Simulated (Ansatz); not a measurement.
# WN(NH2)3 (WN4H6): the relaxed shape and its frontier levels

Aim: characterise WN(NH2)3 (WN4H6) as a singlet: its structure, frontier levels and distribution of charge.

Method: RKS PBE0-D4/def2-TZVP; program: Ansatz 0.2.0, Gaussian basis.

Levels to be run: a search for the lowest solution at PBE0-D4/def2-SVP; a single point at PBE0-D4/def2-TZVP.

2 further runs of the same task are left out: 2 set aside as unsound or not needed.

## (1) The geometry

The singlet was relaxed beforehand with r2SCAN-D4/def2-SVP.

11 atoms, charge 0, spin multiplicity 1.

Atoms are counted from 1 here; the program's logs count them from 0.

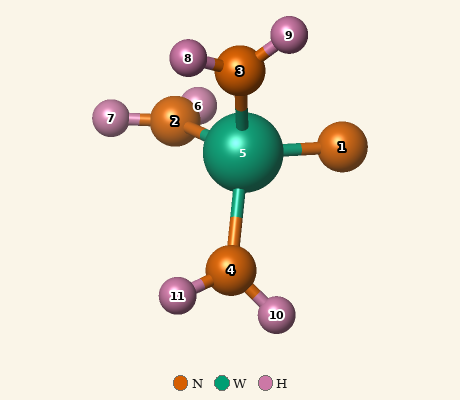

The geometry (nitrogen orange, tungsten teal, hydrogen pink); atoms are numbered from 1 in the order of the file.

W takes a core potential in the def2 sets. No spin-orbit coupling is included.

Bonds by kind at the end (by distance):

```
bond  count  shortest (Å)  longest (Å)
 N–W      4         1.674        1.966
 H–N      6         1.016        1.019
```

## (2) Searching for the lowest solution, PBE0-D4/def2-SVP

start.molden holds the orbitals of an earlier run on this state, given as this run's starting guess.

File in.yaml:

```yaml
crystal:
  periodic: [false, false, false]
  atoms:
    - {symbol: N, position_ang: [0.018629, 0.006834, 1.985113]}
    - {symbol: N, position_ang: [1.907147, -0.025624, -0.176924]}
    - {symbol: N, position_ang: [-0.934183, 1.664967, -0.156202]}
    - {symbol: N, position_ang: [-0.977480, -1.640989, -0.144443]}
    - {symbol: W, position_ang: [0.002907, 0.001066, 0.310790]}
    - {symbol: H, position_ang: [2.682769, -0.033211, 0.479992]}
    - {symbol: H, position_ang: [2.261531, -0.033938, -1.132138]}
    - {symbol: H, position_ang: [-1.120549, 1.978829, -1.107442]}
    - {symbol: H, position_ang: [-1.303957, 2.338620, 0.509117]}
    - {symbol: H, position_ang: [-1.364943, -2.299856, 0.525597]}
    - {symbol: H, position_ang: [-1.171880, -1.956696, -1.093460]}
basis:
  gaussian: {orbitals: def2-SVP, initial_orbitals: start.molden}
hamiltonian: {xc: pbe0, dispersion: d4}
output: {orbitals: {seedname: orbitals}}
```

Launch:

```sh
ansatz run in.yaml --threads 2 --pin off --events-out ev --progress --plain --max-ram 4352MiB
```

Standard output:

```text
Functional definition: PBE0
  name "PBE0"
  cite "Adamo & Barone, J. Chem. Phys. 110, 6158 (1999) doi:10.1063/1.478522"
  cite "Perdew, Burke & Ernzerhof, Phys. Rev. Lett. 77, 3865 (1996) doi:10.1103/PhysRevLett.77.3865"
  parent pbe
  parameter a = 0.25
  parameter kappa = 0.804
  parameter beta = 0.06672455060314922
  exchange = (1 - a)*pbe_x(kappa = kappa, mu = beta*pi^2/3) + a*exact_x
  correlation = pbe_c(beta = beta)
1383 factors; their error is unknown
mean field evaluation 1: about -7836.2614 eV, gradient 4.1e2 eV
mean field evaluation 2: about -7856.1192 eV, gradient 3.9e1 eV
mean field evaluation 4: about -7873.5998 eV, gradient 1.8e1 eV
mean field evaluation 8: about -7874.4261 eV, gradient 9.9e-5 eV
mean field evaluation 16: about -7874.0351 eV, gradient 1.2e1 eV
mean field -7874.42610555 eV, -289.3798219011 hartree, gradient 7.7e-6 eV, S^2 0.000000; 1 other end points of the search recorded, 0 dependent functions left out
reference -7874.42615998 eV, -289.3798239014 hartree; 24, 24 occupied and 94, 94 virtual orbitals, 1383 factors
Total energy: -7874.64280017 eV, -289.3877852817 hartree
```

Run time: 2.1 s. Hardware: 2 threads of Intel Xeon 6975P-C, shared host.

Report: HOMO -6.89 eV, LUMO -0.03 eV.

## (3) Single point, PBE0-D4/def2-TZVP

Edit in.yaml of step 2 so:

```diff
@@ -15,4 +15,5 @@
 basis:
-  gaussian: {orbitals: def2-SVP, initial_orbitals: start.molden}
+  gaussian: {orbitals: def2-TZVP, initial_orbitals: start.molden}
 hamiltonian: {xc: pbe0, dispersion: d4}
+scf: {omitted_lower_state_checks: [starts]}
 output: {orbitals: {seedname: orbitals}}
```

Same command.

Standard output:

```text
Functional definition: PBE0
  name "PBE0"
  cite "Adamo & Barone, J. Chem. Phys. 110, 6158 (1999) doi:10.1063/1.478522"
  cite "Perdew, Burke & Ernzerhof, Phys. Rev. Lett. 77, 3865 (1996) doi:10.1103/PhysRevLett.77.3865"
  parent pbe
  parameter a = 0.25
  parameter kappa = 0.804
  parameter beta = 0.06672455060314922
  exchange = (1 - a)*pbe_x(kappa = kappa, mu = beta*pi^2/3) + a*exact_x
  correlation = pbe_c(beta = beta)
these checks for a lower state are left out or cut short: starts
1284 factors; their error is unknown
mean field evaluation 1: about -7878.3857 eV, gradient 1.4e2 eV
mean field evaluation 2: about -7881.9088 eV, gradient 3.9e0 eV
mean field evaluation 4: about -7881.9756 eV, gradient 3.3e-1 eV
mean field evaluation 8: about -7881.9758 eV, gradient 9.9e-6 eV
mean field -7881.97576598 eV, -289.6572668047 hartree, gradient 9.9e-6 eV, S^2 0.000000; 0 other end points of the search recorded, 0 dependent functions left out
reference -7881.97579826 eV, -289.6572679910 hartree; 24, 24 occupied and 176, 176 virtual orbitals, 1284 factors
Total energy: -7882.19243845 eV, -289.6652293713 hartree
Checks for a lower state left out: starts
```

Wall time 2.1 s (2 threads of Intel Xeon 6975P-C, shared host).

Report: HOMO -7.03 eV, LUMO -0.21 eV.

Mulliken charges, from this run's orbitals:

```
atom  value (e)
  N1      -0.41
  N2      -0.75
  N3      -0.75
  N4      -0.75
  W5       1.13
  H6       0.27
  H7       0.24
  H8       0.24
  H9       0.27
 H10       0.27
 H11       0.24
```

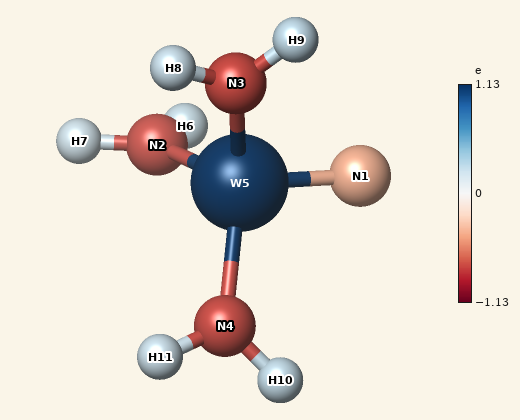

Mulliken charges, from this run's orbitals, as colours on the atoms.

Largest Mayer bond orders: N1–W5 2.94; N2–W5 1.11; N3–W5 1.11; N4–W5 1.11; N2–H6 0.92; N2–H7 0.92; N3–H8 0.92; N3–H9 0.92; N4–H10 0.92; N4–H11 0.92.

## (4) Summary of results

```
                                         quantity                             value
                                      point group                               C3v
                     near neighbours of the metal  N 1.67, N 1.97, N 1.97, N 1.97 Å
                  HOMO, LUMO at PBE0-D4/def2-TZVP                   -7.03, -0.21 eV
charge on the metal (Mulliken, PBE0-D4/def2-TZVP)                           +1.13 e
```

What this shows: The metal has 4 near neighbours by the distance rule, from 1.67 to 1.97 Å. No usable vibrations, so a minimum isn't proven. Whether this spin is the lowest isn't tested here.
